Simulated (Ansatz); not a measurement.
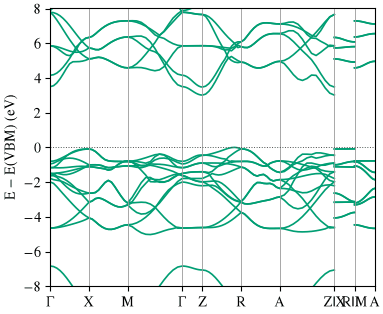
Figure: Band structure from plane-wave PAW r²SCAN+D4 (Ansatz code)

Read off the gap and where the band edges lie.

About 3.0 eV (3.01 eV by a search for the band edges); maximum on the Z–R line, 82 % of the way from Z, minimum at Z.

Which compound is it?
A. CaHBr, P4/nmm (Ca on 2c, H on 2a, Br on 2c)
B. LuBrO, P4/nmm (Lu on 2c, Br on 2c, O on 2b)
C. H4BrN, P4/nmm (H on 8i, Br on 2c, N on 2a)
D. BiClO, P4/nmm (Bi on 2c, Cl on 2c, O on 2a)

D, BiClO, P4/nmm (Bi on 2c, Cl on 2c, O on 2a)

The first step of the workflow began from a Materials Project structure, measured or hypothetical; the Crystallography Open Database files this formula in space group No. 129, but the cells were not matched. Its standing as an ambient phase is unchecked. Symmetry was held in the r²SCAN+D4 relaxation; whether a distortion lowers the energy is not shown. Scalar-relativistic: spin–orbit coupling is off unless named, which matters more the heavier the elements.

Potentials: the later of the program's two PAW sets.
